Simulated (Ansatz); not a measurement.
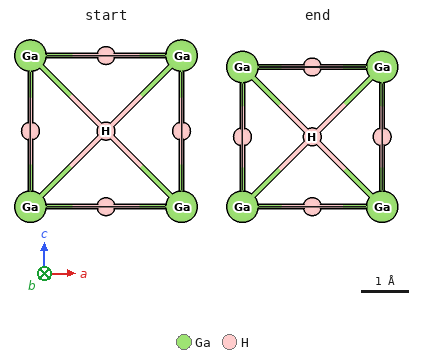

The structure of a crystal of GaH3 (built on the Cu3Au (L1_2)_221 type) (coarse preliminary run) before (left) and after (right) a relaxation, at one scale.

A ball-and-stick model of the cell of the calculation, seen along the b axis.

Case: Cu3Au (L1_2) type (Pm-3m, No. 221).

Computed with DFT PBE, scalar-relativistic, plane waves, PAW in Ansatz. (plane-wave cutoff 420 eV; k-point mesh 6 × 6 × 6; occupations gaussian; smearing width 0.1 eV; no spin polarisation; cell and atoms relaxed; force threshold 0.04 eV/Å; at most 70 steps)

Summarise the run.

Over 3 accepted moves (4 points after the start) the energy falls by 79.5 meV per atom. All forces vanish by symmetry, so only the cell relaxes. Pressure: −11.73 GPa at the start and −0.35 GPa at the end. At 1 point the geometry stayed and the basis and grid were re-selected for the new cell (energy shift of 1.4 meV per atom at most each time). The atoms keep their places relative to the cell (all moves are under 0.005 Å). Cell: a = b = c 3.270 → 3.023 Å (−7.6 %). Volume −21.0 %. Some distances before and after: Ga–H 2.312 → 2.138 Å. The space group stays Pm-3m (No. 221). Cost: 4.1 s on 1 thread of Intel(R) Xeon(R) Platinum 8488C (Sapphire Rapids), on a shared host, peak memory 0.33 GiB.

Limits of the set-up: layers or molecules are held without a dispersion correction, so their spacing is unreliable.
